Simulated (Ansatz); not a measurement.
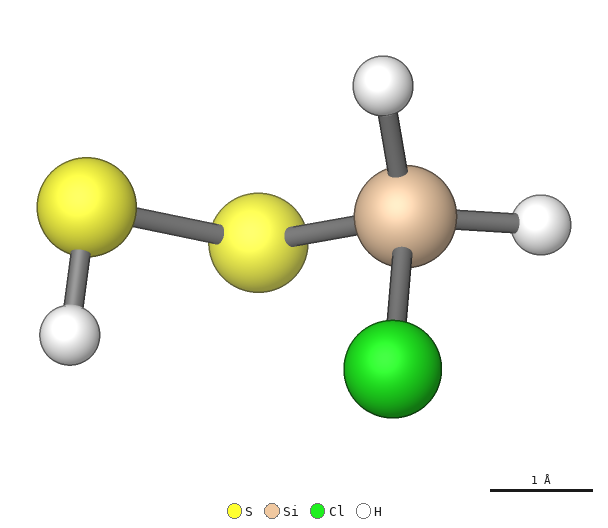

A ball-and-stick model of a molecule. Every bond is drawn as one stick, whatever its order.

Identify the structure.

Formula ClH₃S₂Si. Its SMILES string is `SS[SiH2]Cl`. It has no ring. Among its groups: Si–H bond. The point group is C1. Coordination: 2 S bent; 1 Si tetrahedral.

More results for the same structure follow; atom numbers are the same in all pictures, views and colours differ. Computed geometry: PBE0-D4/def2-TZVP optimisation.

## Shape

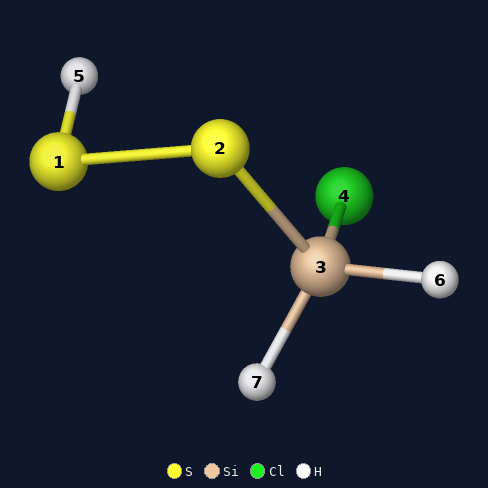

Numbered structure.

Give these bond angles: S2–S1–H5, S1–S2–Si3, S2–Si3–Cl4, S2–Si3–H6, S2–Si3–H7, Cl4–Si3–H6, Cl4–Si3–H7, H6–Si3–H7.

| angle | degrees |
| --- | --- |
| S2–S1–H5 | 97.6 |
| S1–S2–Si3 | 97.5 |
| S2–Si3–Cl4 | 111.5 |
| S2–Si3–H6 | 106.4 |
| S2–Si3–H7 | 110.4 |
| Cl4–Si3–H6 | 108.3 |
| Cl4–Si3–H7 | 107.4 |
| H6–Si3–H7 | 112.9 |

## Vibrations

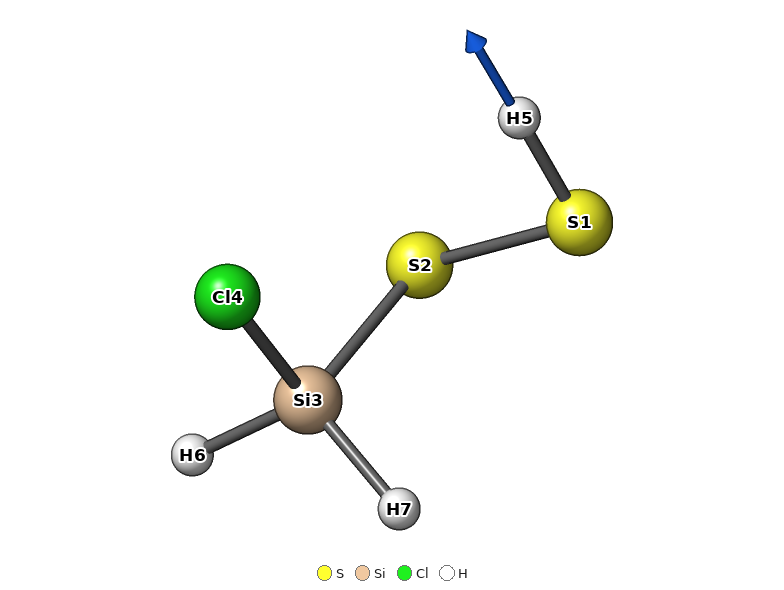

The arrows show one normal mode. Harmonic vibrations computed with RKS PBE0-D4/def2-TZVP (Ansatz 0.2.0) at a stationary point of the same level.

What kind of motion is it?

Mostly S–H stretching.

Estimate its harmonic wavenumber.

2678 cm⁻¹; it is mode 15 of 15 counted from the lowest.

## Electronic properties

Level of theory: RKS PBE-D4/def2-TZVPP (Ansatz 0.2.0).

Predict the main results.

- dipole moment: 0.14 D
- HOMO energy (Kohn–Sham orbital): −6.26 eV
- LUMO energy (Kohn–Sham orbital): −2.40 eV
- HOMO–LUMO gap: 3.86 eV
- dispersion correction: −23.4 kJ/mol

## Thermal motion

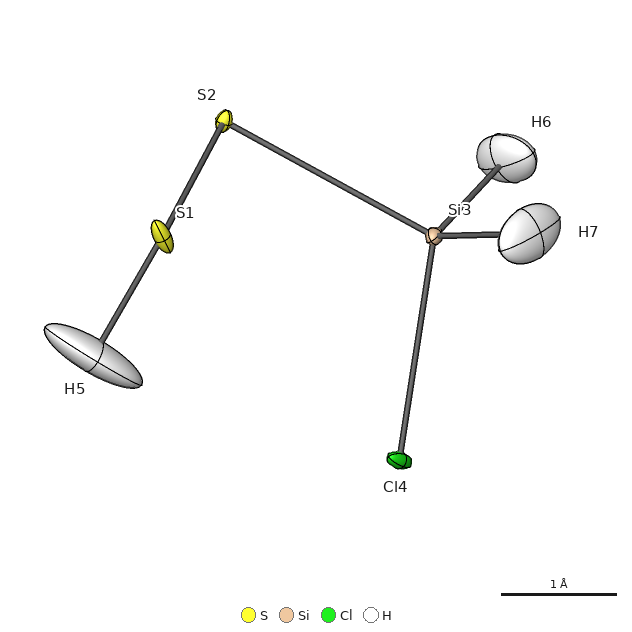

Displacement ellipsoids at the 50 % level, from the internal vibrations of the free molecule (harmonic, no overall translation or rotation; no half-axis is drawn under 0.075 Å). Vibrations computed with RKS PBE0-D4/def2-TZVP (Ansatz 0.2.0). Temperature: 200 K.

Which atom has the largest mean-square displacement?

H5, with U_eq = 0.0498 Å².

Does H5 move more along its bond or across it?

Across it: the root-mean-square amplitude is 0.116 Å along the bond and up to 0.324 Å across, since bending and torsion are softer than stretching.

Give the displacement parameters, one line for each set of equivalent atoms.

| atom | U_eq (Å²) | rms amplitudes (Å) |
| --- | --- | --- |
| S1 | 0.0056 | 0.021, 0.043, 0.120 |
| S2 | 0.0024 | 0.028, 0.042, 0.068 |
| Si3 | 0.0027 | 0.035, 0.042, 0.071 |
| Cl4 | 0.0044 | 0.019, 0.037, 0.107 |
| H5 | 0.0498 | 0.096, 0.188, 0.324 |
| H6 | 0.0276 | 0.100, 0.154, 0.221 |
| H7 | 0.0306 | 0.095, 0.152, 0.244 |
